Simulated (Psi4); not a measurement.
**GeH2F2 (difluorogermane) at revPBE/cc-pVDZ**

Aim: the energy change on altering one bond length of GeH2F2 (difluorogermane) at revPBE/cc-pVDZ, from 2 runs. Input form: a Python script.

The calculation is run with Psi4 1.11.

2 further runs of the same task are left out: 2 set aside as unsound or not needed.

## (1) The structure to begin with

The species is GeH2F2 (5 atoms), meant as a singlet with charge 0. As SMILES, `[F][GeH2][F]`. The coordinates come from a PBE0-D4/def2-TZVP relaxation.

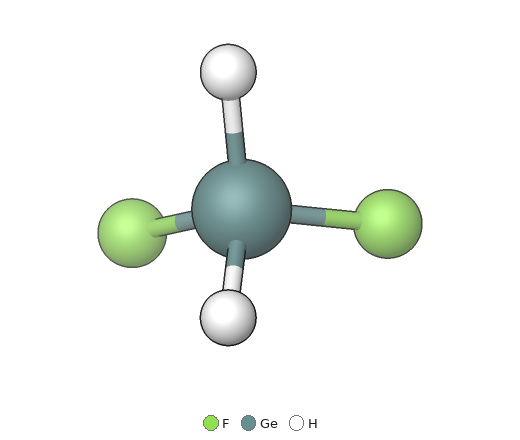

Viewed from a chosen angle; fluorine green, germanium teal, hydrogen white.

## (2) Energy and forces at revPBE/cc-pVDZ

The input, job.py:

```python
import psi4

psi4.set_memory('1600 MB')
psi4.set_num_threads(1)
psi4.set_output_file('f2geh2.out', False)

mol = psi4.geometry("""
F     -0.572600     0.228500     1.525800
Ge     0.103000    -0.071300    -0.032200
F     -0.974500     0.694200    -1.139700
H      0.047300    -1.576200    -0.286700
H      1.446600     0.651000    -0.108600
symmetry c1
""")

psi4.set_options({
    'basis': 'cc-pVDZ',
    'puream': True,
    'e_convergence': 1e-09,
    'd_convergence': 1e-08,
    'scf_type': 'pk',
    'dft_radial_points': 99,
    'dft_spherical_points': 590,
})

e, wfn = psi4.gradient('REVPBE', return_wfn=True)
psi4.oeprop(wfn, 'MAYER_INDICES', 'WIBERG_LOWDIN_INDICES', 'DIPOLE')
print('gradient / Eh bohr^-1')
print(e.np.round(6))
print(f'energy = {wfn.energy():.10f} Eh')
for k, v in sorted(psi4.core.scalar_variables().items()):
    print(f'{k:45s} {v:18.10f}')
```

Started as:

```sh
python job.py
```

f2geh2.out:

```text
[...]
  Running in c1 symmetry.
[...]
  Nuclear repulsion =  222.041292592456301
[...]
  Multiplicity = 1
[...]
  Nalpha       = 26
  Nbeta        = 26
[...]
    Number of basis functions: 65
[...]
   @RKS iter   1: -2277.11200122586797   -2.83938e+00   1.69096e-02 ADIIS/DIIS
[...]
   @RKS iter  11: -2277.68801451292939   -1.36424e-12   1.04172e-09 DIIS
[...]
    Orbital Energies [Eh]
    ---------------------
    Doubly Occupied:
       1A   -397.175213     2A    -49.259339     3A    -43.865840
       4A    -43.865547     5A    -43.864678     6A    -24.264267
       7A    -24.264255     8A     -6.052783     9A     -4.267634
      10A     -4.265610    11A     -4.261749    12A     -1.183669
      13A     -1.173190    14A     -1.163249    15A     -1.162700
      16A     -1.162305    17A     -1.057420    18A     -1.033520
      19A     -0.526343    20A     -0.394412    21A     -0.387715
      22A     -0.387216    23A     -0.331944    24A     -0.331731
      25A     -0.326082    26A     -0.298666
[...]
  @RKS Final Energy: -2277.68801451292939
   => Energetics <=
    Nuclear Repulsion Energy =            222.0412925924563012
    One-Electron Energy =               -3615.9454551053777323
    Two-Electron Energy =                1216.7296506259826856
    DFT Exchange-Correlation Energy =    -100.5135026259905402
    Empirical Dispersion Energy =           0.0000000000000000
    VV10 Nonlocal Energy =                  0.0000000000000000
    Total Energy =                      -2277.6880145129293851
[...]
  -Total Gradient:
     Atom            X                  Y                   Z
    ------   -----------------  -----------------  -----------------
       1        0.010768698368    -0.004643318706    -0.026554982256
       2       -0.021650827813     0.013137337884     0.005540136109
       3        0.017689425911    -0.012654767859     0.019260832842
       4       -0.000206617124     0.007344561714     0.001315186017
       5       -0.006748260868    -0.003094029913     0.000476857473
[...]
 Multipole Moments:
 ------------------------------------------------------------------------------------
     Multipole            Electronic (a.u.)      Nuclear  (a.u.)        Total (a.u.)
 ------------------------------------------------------------------------------------
 L = 1.  Multiply by 2.5417464519 to convert [e a0] to [Debye]
 Dipole X            :          0.5279678            0.2243122            0.7522799
 Dipole Y            :         -0.3208482           -0.1362931           -0.4571414
 Dipole Z            :         -0.1357769           -0.0575851           -0.1933620
 Magnitude           :                                                    0.9012725
[...]
```

Standard output:

```text
gradient / Eh bohr^-1
[[ 0.010769 -0.004643 -0.026555]
 [-0.021651  0.013137  0.00554 ]
 [ 0.017689 -0.012655  0.019261]
 [-0.000207  0.007345  0.001315]
 [-0.006748 -0.003094  0.000477]]
energy = -2277.6880145129 Eh
CURRENT ENERGY                                  -2277.6880145129
CURRENT REFERENCE ENERGY                        -2277.6880145129
DD SOLVATION ENERGY                                 0.0000000000
DFT FUNCTIONAL TOTAL ENERGY                     -2277.6880145129
DFT TOTAL ENERGY                                -2277.6880145129
DFT VV10 ENERGY                                     0.0000000000
DFT XC ENERGY                                    -100.5135026260
GRID ELECTRONS ALPHA                               25.9999975586
GRID ELECTRONS BETA                                25.9999975586
GRID ELECTRONS TOTAL                               51.9999951172
NUCLEAR REPULSION ENERGY                          222.0412925925
ONE-ELECTRON ENERGY                             -3615.9454551054
PCM POLARIZATION ENERGY                             0.0000000000
PE ENERGY                                           0.0000000000
SCF ITERATION ENERGY                            -2277.6880145129
SCF ITERATIONS                                     11.0000000000
SCF TOTAL ENERGY                                -2277.6880145129
TWO-ELECTRON ENERGY                              1216.7296506260
XC GRID RADIAL POINTS                              99.0000000000
XC GRID SPHERICAL POINTS                          590.0000000000
XC GRID TOTAL POINTS                           279667.0000000000
```

Run time: 28 s. Hardware: 1 thread of Intel Xeon Platinum 8559C (Emerald Rapids), shared host; peak memory 0.89 GiB.

## (3) The distorted shape: a single-point energy at revPBE/cc-pVDZ

The input, calc.py:

```python
import psi4

psi4.set_memory('1600 MB')
psi4.set_num_threads(1)
psi4.set_output_file('output.dat', False)

geom = psi4.geometry("""
F     -1.06626663     0.85842321     2.95549197
Ge     0.21043234     0.29188332     0.01129867
F     -1.82574756     1.73846867    -2.08157301
H      0.08938405    -2.97858632    -0.54178448
H      2.74946836     1.65683250    -0.13307640
units bohr
symmetry c1
""")

psi4.set_options(dict(puream=True, e_convergence=1e-09, d_convergence=1e-08, scf_type='pk', dft_radial_points=99, dft_spherical_points=590))

result, w = psi4.energy('revpbe/cc-pVDZ', molecule=geom, return_wfn=True)
psi4.oeprop(w, 'DIPOLE', 'LOWDIN_CHARGES', 'WIBERG_LOWDIN_INDICES')
print(f'revpbe/cc-pVDZ energy: {result:.10f} Eh')
```

Started as:

```sh
python calc.py
```

output.dat:

```text
[...]
  Running in c1 symmetry.
[...]
  Nuclear repulsion =  220.345800249909445
[...]
  Multiplicity = 1
[...]
  Nalpha       = 26
  Nbeta        = 26
[...]
    Number of basis functions: 65
[...]
   @RKS iter   1: -2277.07409767284207   -2.88959e+00   1.70078e-02 DIIS/ADIIS
[...]
   @RKS iter  11: -2277.67864611098730   -6.36646e-12   9.27993e-09 DIIS
[...]
    Orbital Energies [Eh]
    ---------------------
    Doubly Occupied:
       1A   -397.183224     2A    -49.266193     3A    -43.872661
       4A    -43.872591     5A    -43.871829     6A    -24.269070
       7A    -24.269059     8A     -6.058560     9A     -4.273118
      10A     -4.271259    11A     -4.267816    12A     -1.188828
      13A     -1.178171    14A     -1.168646    15A     -1.167791
      16A     -1.167416    17A     -1.061484    18A     -1.037812
      19A     -0.521086    20A     -0.398392    21A     -0.391591
      22A     -0.378202    23A     -0.335752    24A     -0.333473
      25A     -0.329939    26A     -0.293707
[...]
  @RKS Final Energy: -2277.67864611098730
   => Energetics <=
    Nuclear Repulsion Energy =            220.3458002499094448
    One-Electron Energy =               -3612.3664476724493397
    Two-Electron Energy =                1214.8078960395016566
    DFT Exchange-Correlation Energy =    -100.4658947279489496
    Empirical Dispersion Energy =           0.0000000000000000
    VV10 Nonlocal Energy =                  0.0000000000000000
    Total Energy =                      -2277.6786461109873017
[...]
 Multipole Moments:
 ------------------------------------------------------------------------------------
     Multipole            Electronic (a.u.)      Nuclear  (a.u.)        Total (a.u.)
 ------------------------------------------------------------------------------------
 L = 1.  Multiply by 2.5417464519 to convert [e a0] to [Debye]
 Dipole X            :          0.5411007            0.2157849            0.7568856
 Dipole Y            :          0.0409507           -0.3666780           -0.3257272
 Dipole Z            :         -0.0745505           -0.0965466           -0.1710971
 Magnitude           :                                                    0.8415749
[...]
```

Standard output:

```text
revpbe/cc-pVDZ energy: -2277.6786461110 Eh
```

It took 11 s on 1 thread of Intel Xeon Platinum 8559C (Emerald Rapids), shared host; peak memory 0.89 GiB.

## (4) Results

Level: revPBE/cc-pVDZ.

```
                                                          quantity           value
                                         first shape: total energy  -2277.68801 Eh
                                        first shape: dipole moment          2.29 D
                                          first shape: HOMO energy        -8.13 eV
                                          first shape: LUMO energy        -0.43 eV
                                        first shape: HOMO–LUMO gap         7.70 eV
                             first shape: largest force on an atom      1.494 eV/Å
                                     distorted shape: total energy  -2277.67865 Eh
                                    distorted shape: dipole moment          2.14 D
                                      distorted shape: HOMO energy        -7.99 eV
                                      distorted shape: LUMO energy        -1.21 eV
                                    distorted shape: HOMO–LUMO gap         6.78 eV
energy change with the Ge2–H4 bond stretched from 1.527 to 1.756 Å        0.255 eV
```

**Reading.** With the Ge2–H4 bond stretched from 1.527 to 1.756 Å the energy rises by 0.25 eV (5.9 kcal/mol). The first shape isn't relaxed at this level, so the change isn't measured from a minimum. The largest force (first shape) is 1.49 eV/Å: the shape isn't a stationary point for this species at this level.
